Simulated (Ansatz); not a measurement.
**Si: response to strain**

Aim: deform Si (zz strain of +1 %) and compute stress, forces and field gradients with LAPW, PAW and all-electron datasets made for the crystal.

Program: Ansatz 0.2.0. Level of theory: DFT LDA, scalar-relativistic. These are calculated values, not measurements.

### Step 1. The structure to begin with

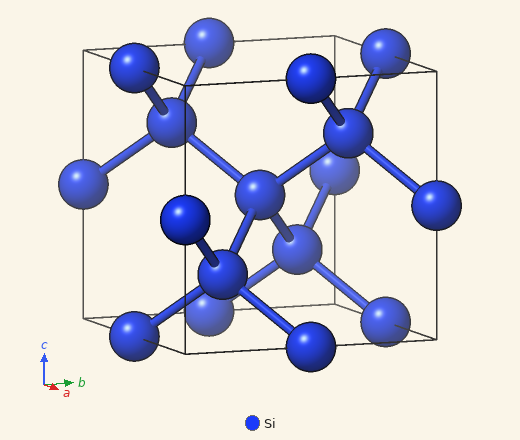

Start, viewed slightly off an axis; silicon blue. The cell drawn here is the conventional one.

Coordinates:

```cif
data_structure
_symmetry_space_group_name_H-M 'P 1'
_symmetry_Int_Tables_number 1
_cell_length_a 3.8403
_cell_length_b 3.8403
_cell_length_c 3.8403
_cell_angle_alpha 60.000
_cell_angle_beta 60.000
_cell_angle_gamma 60.000
_cell_volume 40.05
loop_
_atom_site_label
_atom_site_type_symbol
_atom_site_fract_x
_atom_site_fract_y
_atom_site_fract_z
_atom_site_occupancy
Si1 Si 0.50000 0.50000 0.50000 1
Si2 Si 0.75000 0.75000 0.75000 1
```

Atoms are numbered in the order of the input: Si1, Si2.

### Step 2. After the deformation

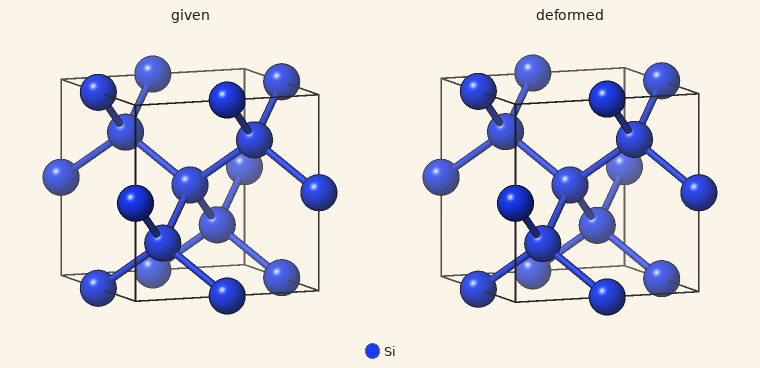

Given and deformed, at one scale.

Space group Fd-3m before, I4_1/amd after.

### Step 3. All-electron LAPW

Input file input.yaml:

```yaml
crystal:
  lattice:
    - [0.0, 2.71547, 2.7426247]
    - [2.71547, 0.0, 2.7426247]
    - [2.71547, 2.71547, 0.0]
  atoms:
    - { symbol: Si, position: [0.5, 0.5, 0.5] }
    - { symbol: Si, position: [0.75, 0.75, 0.75] }
kpoints:
  mp_grid: { grid: [11, 11, 11] }
  band_path:
    path:
      - [0.0, 0.0, 0.0]
      - [0.0, 0.5, 0.5]
      - [0.25, 0.75, 0.5]
      - [0.0, 0.5, 0.0]
      - [0.0, 0.0, 0.0]
      - [0.5, 0.5, 0.0]
      - [0.3725370062, 0.6274629938, 0.0]
      - [-0.3725370062, 0.3725370062, 0.0]
      - [0.0, 0.0, 0.0]
    npoints: 5
scf:
  occupations: { method: fermi_dirac, width: 0.08 }
hamiltonian:
  xc: lda
  pseudopotentials: { kind: all_electron, lapw: { basis_error: 0.00025 } }
output:
  forces: true
  stress: true
  eigenvalues: true
```

The run is started by

```console
ansatz run input.yaml --threads 1 --pin off --max-ram 3072MiB --backend cpu --events-out ev --progress --plain --runs-dir out
```

The log of the run, cut to the lines that bear on the results:

```text
LAPW: plane waves up to 8.350 Å⁻¹, error target 2.5e-4 eV per atom; small_component_spin mean_spin; Si in spheres of 1.180 Å, 12 of its electrons in bands, Dirac shells []
[...]
Pseudopotentials: kind: all_electron
Pseudopotential: Si, LAPW, valence charge 12, Koelling and Harmon's equation, gaussian nucleus
Functional definition: SPW92
[...]
Crystal: 2 atoms, lattice volume = 40.447 Å³
Basis set: ecut = 265.6665571566775 eV, 411 PW (Γ), exchange–correlation at level 2
Bands: 16, of which v1, the nominal top of the filled ones, is band 12 counted from 1 (11 counted from 0)
Symmetry: 16 space group operations
Space group: I41/amd (ITA 141), of the structure as read, at distance tolerance 3.4e-5 Å
k-points: 126 of 1331
[...]
SCF iter   1: F=—  HF=-15730.590193 eV  |F-HF|=—  |Δ(HF+E_count)|=         —  Δρ=4.20e-2  dr2=7.61e-1  ethr=3.16e-3  ⟨swp⟩=2.0  Hψ=14442  notcnv=0
[...]
the basis was enlarged: its passes take 179.2 KiB over the memory plan, 1 of 1 planned eigensolver slots
SCF iter   5: F=-15730.359010 eV  HF=-15730.359010 eV  |F-HF|=2.90e-9  |Δ(HF+E_count)|=   2.08e-6  Δρ=1.41e-5  dr2=8.29e-8  ethr=1.20e-8  ⟨swp⟩=2.2  Hψ=5296  notcnv=0
[...]
NSCF: frozen V_eff on 41 k-points
SCF converged after 5 iterations
Free energy (F): -15730.359010 eV
[...]
E sigma→0 (E₀):  -15730.358767 eV
Entropy (-TS):   -0.000486 eV (-0.243 meV/atom)
Fermi energy:    7.404211 eV
[...]
--- Forces (eV/Å), atoms counted from 1 ---
  atom   1  Si    -0.00000000     0.00000000     0.00000000
  atom   2  Si     0.00000000    -0.00000000    -0.00000000
[...]
--- Stress (GPa, compression-positive) ---
       -2.107259       0.000000      -0.000000
        0.000000      -2.107259      -0.000000
       -0.000000      -0.000000      -3.075212
  P = ⅓ Tr σ = -2.4299 GPa (-24.299 kbar)
--- Band table (eV; the first three rows and the last of 126) ---
  k-point 0: bands = ["-125.7189", "-125.7111", "-82.5637", "-82.5637", "-82.5630", "-82.5474", "-82.5474", "-82.5462", "-4.7259", "7.1227", "7.1929", "7.1929", "9.6817", "9.6817", "9.7174", "10.2343"]
[...]
```

Run time: 11 s. Hardware: 1 thread of Intel Xeon Platinum 8488C (Sapphire Rapids), shared host; peak memory 0.4 GiB.

This run gives: pressure -2.43 GPa; gap 0.45 eV, indirect from Γ to Γ–X.

### Step 4. PAW with frozen cores

Input file input.yaml:

```yaml
crystal:
  lattice:
    - [0.0, 2.71547, 2.7426247]
    - [2.71547, 0.0, 2.7426247]
    - [2.71547, 2.71547, 0.0]
  atoms:
    - { symbol: Si, position: [0.5, 0.5, 0.5] }
    - { symbol: Si, position: [0.75, 0.75, 0.75] }
kpoints:
  mp_grid: { grid: [11, 11, 11] }
scf:
  occupations: { method: fermi_dirac, width: 0.08 }
hamiltonian:
  xc: lda
  pseudopotentials: { kind: paw }
output:
  forces: true
  stress: true
  eigenvalues: true
  efg: { contact_densities: true }
```

The run is started by

```console
ansatz run input.yaml --threads 1 --pin off --max-ram 3072MiB --backend cpu --events-out ev --progress --plain --runs-dir out
```

The log of the run, cut to the lines that bear on the results:

```text
[...]
Pseudopotentials: kind: paw
Pseudopotential: Si, paw, valence charge 4, recommended cutoff 420 eV (normal)
[... 1 set-up line as earlier in the session ...]
[...]
Crystal: 2 atoms, lattice volume = 40.447 Å³
Basis set: ecut = 420 eV, 773 PW (Γ)
Bands: 8, of which v1, the nominal top of the filled ones, is band 4 counted from 1 (3 counted from 0)
[... 2 set-up lines as earlier in the session ...]
k-points: 126 of 1331
[...]
SCF iter   1: F=—  HF=-1217.288533 eV  |F-HF|=—  |Δ(HF+E_count)|=         —  Δρ=4.33e-3  dr2=4.52e-3  ethr=1.77e-3  ⟨swp⟩=5.8  Hψ=8818  notcnv=0
[...]
SCF iter   6: F=-1217.287792 eV  HF=-1217.287792 eV  |F-HF|=5.00e-11  |Δ(HF+E_count)|=   5.93e-9  Δρ=4.44e-7  dr2=8.47e-11  ethr=2.79e-10  ⟨swp⟩=2.1  Hψ=3597  notcnv=0
[...]
SCF converged after 6 iterations
Free energy (F): -1217.287792 eV
[...]
Entropy (-TS):   -0.000493 eV (-0.247 meV/atom)
Fermi energy:    6.179183 eV
[...]
--- Forces (eV/Å), atoms counted from 1 ---
  atom   1  Si    -0.00000000     0.00000000     0.00000000
  atom   2  Si     0.00000000     0.00000000    -0.00000000
[...]
--- Stress (GPa, compression-positive) ---
       -2.055599       0.000000      -0.000000
        0.000000      -2.055599      -0.000000
       -0.000000      -0.000000      -3.022012
  P = ⅓ Tr σ = -2.3777 GPa (-23.777 kbar)
--- PAW observables at the nuclei: V_zz in 10²¹ V/m², potentials from the cell's mean, atoms counted from 1 ---
  atom   1  Si V_zz =    -0.009334   η = 0.0000   by run symmetry: allowed
            electrostatic potential = -1358.582360 V   contact ρ = 12692.220162 e/Å³
  atom   2  Si V_zz =    -0.009334   η = 0.0000   by run symmetry: allowed
            electrostatic potential = -1358.582360 V   contact ρ = 12692.220162 e/Å³
--- Band table (eV; the first three rows and the last of 126) ---
  k-point 0: bands = ["-5.9504", "5.8991", "5.9693", "5.9693", "8.4562", "8.4562", "8.4918", "9.0103"]
[...]
```

Run time: 2.1 s. Hardware: 1 thread of Intel Xeon Platinum 8488C (Sapphire Rapids), shared host; peak memory 0.38 GiB.

In short: pressure -2.38 GPa; gap on the k mesh 0.46 eV (an odd mesh misses the zone boundary).

### Step 5. Datasets made for this crystal

input.yaml, as its differences from that of step 4:

```diff
@@ -14,3 +14,3 @@
   xc: lda
-  pseudopotentials: { kind: paw }
+  pseudopotentials: { kind: all_electron, datasets: crystal }
 output:
```

The run is started by

```console
ansatz run input.yaml --threads 1 --pin off --max-ram 3072MiB --backend cpu --events-out ev --progress --plain --runs-dir out
```

The log of the run, cut to the lines that bear on the results:

```text
[...]
band count auto-derived: 9 (N_el = 8.0; filled up to band 4; 8 by the electrons, moments and atoms)
[...]
[... 1 set-up line as earlier in the session ...]
Pseudopotential: Si, paw, valence charge 4, recommended cutoff 180 eV (normal), Koelling and Harmon's equation, gaussian nucleus
[... 1 set-up line as earlier in the session ...]
[...]
Crystal: 2 atoms, lattice volume = 40.447 Å³
Basis set: ecut = 180 eV, 231 PW (Γ)
Bands: 9, of which v1, the nominal top of the filled ones, is band 4 counted from 1 (3 counted from 0)
[... 2 set-up lines as earlier in the session ...]
k-points: 126 of 1331
[...]
SCF iter   1: F=—  HF=-15730.573631 eV  |F-HF|=—  |Δ(HF+E_count)|=         —  Δρ=4.51e-2  dr2=8.09e-1  ethr=8.89e-3  ⟨swp⟩=3.1  Hψ=7655  notcnv=0
[...]
--- Forces (eV/Å), atoms counted from 1 ---
  atom   1  Si    -0.00000000    -0.00000000     0.00000000
  atom   2  Si     0.00000000    -0.00000000    -0.00000000
[...]
--- Stress (GPa, compression-positive) ---
       -2.107444       0.000000      -0.000000
        0.000000      -2.107444      -0.000000
       -0.000000      -0.000000      -3.075370
  P = ⅓ Tr σ = -2.4301 GPa (-24.301 kbar)
--- PAW observables at the nuclei: V_zz in 10²¹ V/m², potentials from the cell's mean, atoms counted from 1 ---
  atom   1  Si V_zz =    -0.006747   η = 0.0000   by run symmetry: allowed
            electrostatic potential = -1355.303392 V   contact ρ = 12701.021507 e/Å³
  atom   2  Si V_zz =    -0.006747   η = 0.0000   by run symmetry: allowed
            electrostatic potential = -1355.303392 V   contact ρ = 12701.021507 e/Å³
--- Band table (eV; the first three rows and the last of 126) ---
  k-point 0: bands = ["-4.7258", "7.1229", "7.1931", "7.1931", "9.6818", "9.6818", "9.7175"]
[...]
```

Wall time 3.7 s (1 thread of Intel Xeon Platinum 8488C (Sapphire Rapids), shared host); peak memory 0.34 GiB.

Read from it: pressure -2.43 GPa; gap on the k mesh 0.46 eV (an odd mesh misses the zone boundary).

### Step 6. Side by side

Stress (GPa, compression positive):

| method | xx | yy | zz | yz | xz | xy |
| --- | --- | --- | --- | --- | --- | --- |
| LAPW | -2.11 | -2.11 | -3.08 | 0.00 | 0.00 | 0.00 |
| PAW | -2.06 | -2.06 | -3.02 | 0.00 | 0.00 | 0.00 |
| crystal datasets | -2.11 | -2.11 | -3.08 | 0.00 | 0.00 | 0.00 |

| method | pressure (GPa) | gap on the k mesh (eV) | Vzz Si1 (10²¹ V/m²) | SCF cycles, all passes |
| --- | --- | --- | --- | --- |
| LAPW | -2.43 | 0.46 | – | 5 |
| PAW | -2.38 | 0.46 | -0.01 | 6 |
| crystal datasets | -2.43 | 0.46 | -0.01 | 6 |

### Step 7. Outcome

| quantity | value |
| --- | --- |
| pressure | LAPW -2.43, PAW -2.38, crystal datasets -2.43 GPa |
| largest shear or deviatoric stress (LAPW) | 0.65 GPa |

In words: The largest part of the stress beyond the pressure is 0.65 GPa in size, in the zz component; the atoms are carried along and not relaxed. No run of the undeformed cell stands beside it, so the pressure holds what the given cell had before the change. PAW: stress within 0.05 GPa of LAPW. Crystal datasets: stress within 0.01 GPa of LAPW.
